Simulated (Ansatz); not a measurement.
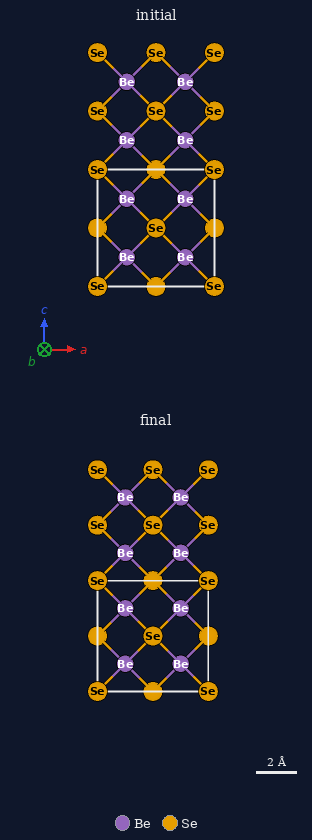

The structure of solid Be2Se (a generated structure, set up in Fm-3m) (coarse preliminary run) before (top) and after (bottom) a relaxation, at one scale.

The picture is a ball-and-stick view of the conventional cell (4 times the calculation's cell), repeated 1 × 1 × 2 with one cell outlined, seen along the b axis. Lengths and directions refer to the drawn axes.

These are results of DFT PBE, scalar-relativistic, plane waves, PAW in Ansatz 0.2.0, not measurements.

The input:
```yaml
crystal:
  lattice:
    - [0.0, 2.99546499, 2.99546499]
    - [2.99546499, 0.0, 2.99546499]
    - [2.99546499, 2.99546499, 0.0]
  atoms:
    - { symbol: Be, position: [0.75, 0.75, 0.75] }
    - { symbol: Be, position: [0.25, 0.25, 0.25] }
    - { symbol: Se, position: [0.0, 0.0, 0.0] }
basis:
  ecutwfc: 420
kpoints:
  mp_grid: { grid: [6, 6, 6] }
hamiltonian:
  xc: pbe
scf:
  occupations: { method: gaussian, width: 0.1 }
  lower_state_search: "off"
output:
  forces: true
  stress: true
  eigenvalues: true
relax:
  adjacent_minimum: "off"
  f_tol: 0.04
  max_steps: 70
  cell: { stress_tol: 0.4 }
```

Launched with:
```bash
ansatz run input.yaml --threads 1 --pin off --max-ram 2560MiB --backend cpu --events-out ev --progress --plain --runs-dir out
```

What changed between the two?

Answer. The energy falls by 59.7 meV per atom in 2 accepted moves (3 points after the start). All forces vanish by symmetry, so only the cell relaxes. Pressure: −6.35 GPa at the start and 0.10 GPa at the end. At 1 point the geometry stayed and the basis and grid were re-selected for the new cell (energy shift of 0.2 meV per atom at most each time). No atom moves by more than 0.005 Å relative to the cell. The volume changes by −14.7 %, with a = b = c 5.991 → 5.681 Å (−5.2 %). Among the contacts that change: Be1–Se3 2.594 → 2.460 Å. The space group stays Fm-3m (No. 225).
